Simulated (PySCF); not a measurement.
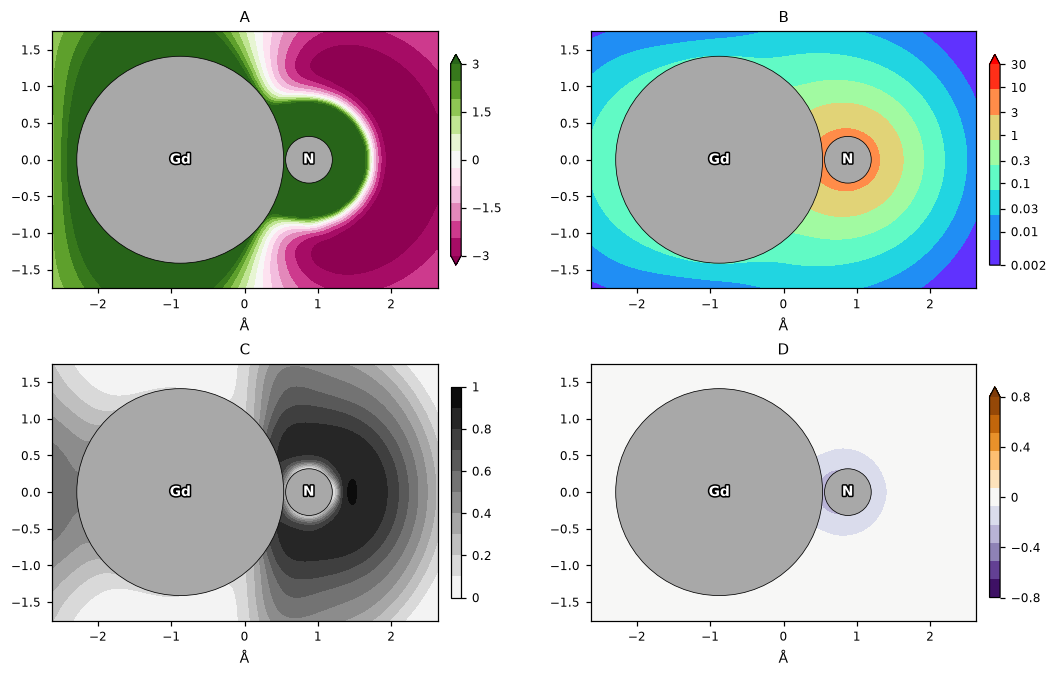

GdN (octet): 4 fields on a plane that holds the molecular axis, with unlabelled colour scales. Grey discs cover the atomic cores.

Theory: PBE0/x2c-SVPall, spin-free X2C-1e, Gaussian nucleus, at a bond length of 1.756 Å (PySCF).

```xyz
2

Gd    0.0000    0.0000   -0.1430
N     0.0000    0.0000    1.6130
```

**Which field does each panel show? The fields are: electron density, electron localisation function, electrostatic potential and spin density.**

Panel A: electrostatic potential (strongly positive close to the atoms, with negative regions outside electron-rich atoms). Panel B: electron density. Panel C: electron localisation function. Panel D: spin density (confined to the atoms that carry the unpaired spin). From the grid: Gd–N (1.76 Å): ρ is about 2.1 e/Å³ halfway; the ELF peaks at about 0.80 in the valence shell of N, 0.6 Å from its nucleus, and is about 0.55 at the midpoint.
